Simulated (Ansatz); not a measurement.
**BH2SF (SMILES FBS) at 6 levels**

Wanted: a comparison of 6 runs (B2PLYP/STO-3G, UPBE0/STO-3G, r2SCAN/STO-3G, r2SCAN0/STO-3G, UMP2/STO-3G, CCSDT/STO-3G) of BH2SF. 

The results are computed with Ansatz 0.2.0.

65 further runs of the same task are left out: 65 set aside as unsound or not needed.

## 1. The system as given

BH2SF: 5 atoms, total charge 0, spin state singlet. As SMILES, `FBS`. The H5–S3 distance was set to 2.012 Å, away from the relaxed value. At this shape a bond of the SMILES string is far longer than usual.

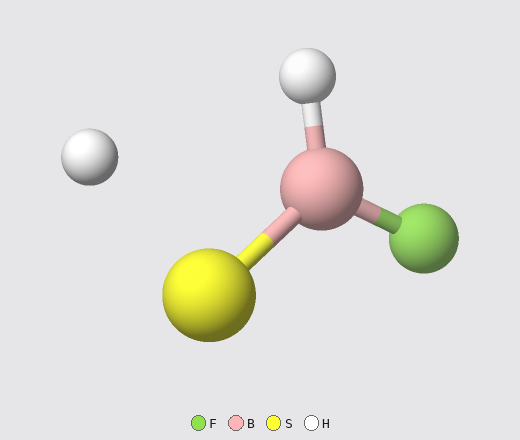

The structure, seen from a chosen angle (fluorine green, boron pink, sulfur yellow, hydrogen white).

## 2. The energy at B2PLYP/STO-3G (run 1)

Input file molecule.yaml:

```yaml
crystal:
  periodic: [false, false, false]
  atoms:
    - symbol: F
      position_ang: [-1.293589, -1.058440, -1.698659]
    - symbol: B
      position_ang: [-0.587289, -0.491640, -0.735559]
    - symbol: S
      position_ang: [0.797911, 0.546060, -1.208859]
    - symbol: H
      position_ang: [-0.886489, -0.683440, 0.404241]
    - symbol: H
      position_ang: [1.321400, 1.003700, 0.679600]
basis:
  gaussian: {orbitals: STO-3G}
hamiltonian: {xc: {name: B2PLYP}}
correlation: {frozen_orbitals: {B: 1, F: 1, H: 0, S: 5}}
accuracy: high
```

Launch:

```bash
ansatz run molecule.yaml --threads 1 --pin off --max-ram 2610MiB --events-out events.jsonl --progress --plain --runs-dir runs
```

The log of the run:

```text
Warning: RAYON_NUM_THREADS=1 ignored (pool sized by the plan → 1); use --threads N
Functional definition: B2PLYP
  name "B2PLYP"
  parameter a = 0.53
  parameter c = 0.27
  exchange = (1 - a)*b88_x + a*exact_x
  correlation = (1 - c)*lyp_c + c*(mp2_os + mp2_ss)
370 factors; integrals over basis functions are off by at most 3.3e-8 eV
mean field evaluation 1: about -14081.4037 eV, gradient 1.7e1 eV
mean field evaluation 2: about -14081.3925 eV, gradient 1.7e1 eV
mean field evaluation 4: about -14082.4354 eV, gradient 1.2e0 eV
mean field evaluation 8: about -14082.4430 eV, gradient 1.5e-2 eV
mean field evaluation 16: about -14082.4430 eV, gradient 2.6e-7 eV
mean field -14082.44295700 eV, -517.5202332470 hartree, gradient 4.9e-8 eV, S^2 0.000000; 0 other end points of the search recorded, 0 dependent functions left out; unrestricted orbitals would lower it
7 core orbitals not correlated: weight in the atoms' cores, before any rotation towards them, 1.000 or more for the frozen orbitals, at most 0.000 for the correlated occupied ones
reference -14082.44297313 eV, -517.5202338398 hartree; 9, 9 occupied and 5, 5 virtual orbitals, 370 factors
second order -4.56858820 eV of doubles, -0.00000000 eV of singles
Total energy: -14083.67649194 eV, -517.5655648201 hartree
```

Run time: 1.4 s. Hardware: 1 thread of Arm Neoverse V1, shared host; peak memory 0.1 GiB.

## 3. The energy at UPBE0/STO-3G (run 2)

Input file run.yaml:

```yaml
crystal:
  periodic: [false, false, false]
  atoms:
    - symbol: F
      position_ang: [-1.293589, -1.058440, -1.698659]
    - symbol: B
      position_ang: [-0.587289, -0.491640, -0.735559]
    - symbol: S
      position_ang: [0.797911, 0.546060, -1.208859]
    - symbol: H
      position_ang: [-0.886489, -0.683440, 0.404241]
    - symbol: H
      position_ang: [1.321400, 1.003700, 0.679600]
basis:
  gaussian: {orbitals: STO-3G}
magnetization: {spin_polarized: true, initial_magnetization: 0}
hamiltonian: {xc: pbe0}
accuracy: high
```

Launch:

```bash
ansatz run run.yaml --threads 1 --pin off --max-ram 2610MiB --events-out events.jsonl --progress --plain --runs-dir runs
```

The log of the run:

```text
Warning: RAYON_NUM_THREADS=1 ignored (pool sized by the plan → 1); use --threads N
Functional definition: PBE0
  name "PBE0"
  parameter a = 0.25
  parameter kappa = 0.804
  parameter beta = 0.06672455060314922
  exchange = (1 - a)*pbe_x(kappa = kappa, mu = beta*pi^2/3) + a*exact_x
  correlation = pbe_c(beta = beta)
370 factors; integrals over basis functions are off by at most 3.3e-8 eV
mean field evaluation 1: about -14085.3514 eV, gradient 7.7e0 eV
mean field evaluation 2: about -14085.3018 eV, gradient 9.1e0 eV
mean field evaluation 4: about -14085.7830 eV, gradient 5.7e-1 eV
mean field evaluation 8: about -14085.7419 eV, gradient 5.6e-3 eV
mean field evaluation 16: about -14085.7419 eV, gradient 5.1e-8 eV
mean field -14085.74188382 eV, -517.6414665715 hartree, gradient 5.1e-8 eV, S^2 0.000000; 1 other end points of the search recorded, 0 dependent functions left out
reference -14085.74188505 eV, -517.6414666169 hartree; 16, 16 occupied and 5, 5 virtual orbitals, 370 factors
Total energy: -14085.74188505 eV, -517.6414666169 hartree
```

Run time: 2 s. Hardware: 1 thread of Arm Neoverse V1, shared host; peak memory 0.13 GiB.

Run 3 isn't shown in full; the table further down has it.

## 4. A single-point energy at r2SCAN0/STO-3G (run 4)

Input file in.yaml:

```yaml
crystal:
  periodic: [false, false, false]
  atoms:
    - {symbol: F, position_ang: [-1.293589, -1.058440, -1.698659]}
    - {symbol: B, position_ang: [-0.587289, -0.491640, -0.735559]}
    - {symbol: S, position_ang: [0.797911, 0.546060, -1.208859]}
    - {symbol: H, position_ang: [-0.886489, -0.683440, 0.404241]}
    - {symbol: H, position_ang: [1.321400, 1.003700, 0.679600]}
basis:
  gaussian:
    orbitals: STO-3G
hamiltonian:
  xc: {name: r2SCAN0}
accuracy: high
```

Launch:

```bash
ansatz run in.yaml --threads 1 --pin off --max-ram 2610MiB --events-out events.jsonl --progress --plain --runs-dir runs
```

The log of the run:

```text
Warning: RAYON_NUM_THREADS=1 ignored (pool sized by the plan → 1); use --threads N
Functional definition: r2SCAN0
  name "r2SCAN0"
[... 1 set-up line as earlier in the session ...]
  parameter k0 = 0.174
  parameter k1 = 0.065
  parameter a1 = 4.9479
  exchange = (1 - a)*r2scan_x(k0 = k0, k1 = k1, a1 = a1) + a*exact_x
  correlation = r2scan_c
370 factors; integrals over basis functions are off by at most 3.3e-8 eV
mean field evaluation 1: about -14090.3371 eV, gradient 1.1e1 eV
mean field evaluation 2: about -14090.3483 eV, gradient 1.3e1 eV
mean field evaluation 4: about -14090.8133 eV, gradient 7.5e-1 eV
mean field evaluation 8: about -14090.7610 eV, gradient 5.1e-3 eV
mean field evaluation 16: about -14090.7610 eV, gradient 3.4e-8 eV
mean field -14090.76095706 eV, -517.8259141110 hartree, gradient 3.4e-8 eV, S^2 0.000000; 0 other end points of the search recorded, 0 dependent functions left out
reference -14090.76095732 eV, -517.8259141208 hartree; 16, 16 occupied and 5, 5 virtual orbitals, 370 factors
Total energy: -14090.76095732 eV, -517.8259141208 hartree
```

It took 2.9 s on 1 thread of Arm Neoverse V1, shared host; peak memory 0.14 GiB.

Run 5 isn't shown in full; the table further down has it.

## 5. A single-point energy at CCSDT/STO-3G (run 6)

Input file input.yaml:

```yaml
crystal:
  periodic: [false, false, false]
  atoms:
    - {symbol: F, position_ang: [-1.293589, -1.058440, -1.698659]}
    - {symbol: B, position_ang: [-0.587289, -0.491640, -0.735559]}
    - {symbol: S, position_ang: [0.797911, 0.546060, -1.208859]}
    - {symbol: H, position_ang: [-0.886489, -0.683440, 0.404241]}
    - {symbol: H, position_ang: [1.321400, 1.003700, 0.679600]}
basis:
  gaussian:
    orbitals: STO-3G
correlation:
  method: ccsdt
  frozen_orbitals: {B: 1, F: 1, H: 0, S: 5}
accuracy: high
scf:
  omitted_lower_state_checks: [cluster_reference, increment]
```

Launch:

```bash
ansatz run input.yaml --threads 1 --pin off --max-ram 2610MiB --events-out events.jsonl --progress --plain --runs-dir runs
```

The log of the run:

```text
Warning: RAYON_NUM_THREADS=1 ignored (pool sized by the plan → 1); use --threads N
[... 11 lines left out ...]
7 core orbitals not correlated: weight in the atoms' cores, before any rotation towards them, 1.000 or more for the frozen orbitals, at most 0.000 for the correlated occupied ones
[... 33 lines left out ...]
Total energy: -14064.19802102 eV, -516.8497442168 hartree
Checks for a lower state left out: cluster_reference, increment
```

It took 0.46 s on 1 thread of Arm Neoverse V1, shared host.

## 6. The series

```csv
run,level,frozen core orbitals,energy (Eh),wall time
1,B2PLYP/STO-3G,7,-517.565565,1.4 s
2,UPBE0/STO-3G,–,-517.641467,2 s
3,r2SCAN/STO-3G,–,-517.837043,2.6 s
4,r2SCAN0/STO-3G,–,-517.825914,2.9 s
5,UMP2/STO-3G,7,-516.793793,0.3 s
6,CCSDT/STO-3G,7,-516.849744,0.46 s
```

## 7. Summary of results

| quantity | value |
| --- | --- |
| run 6: total energy | -516.84974 Eh |
| run 6: correlation energy (7 core orbitals frozen) | -168.1 mEh |
| run 6: T1 diagnostic | 0.018 |

In words: Totals of different functionals can't be ranked against each other. In runs 1, 6 the log says that unrestricted orbitals would lower the reference, so the values rest on an unstable closed-shell determinant (other closed-shell runs at this shape may share the fault). In runs 1, 2, 3, 4, 5, 6 the basis is minimal, so the values are rough. Spin contamination of the reference: run 5 ⟨S²⟩ = 0.67. Where it is this large, the reference is a mixture of spin states, and values that rest on it are in doubt. All runs together took 9.7 s, the longest 2.9 s.
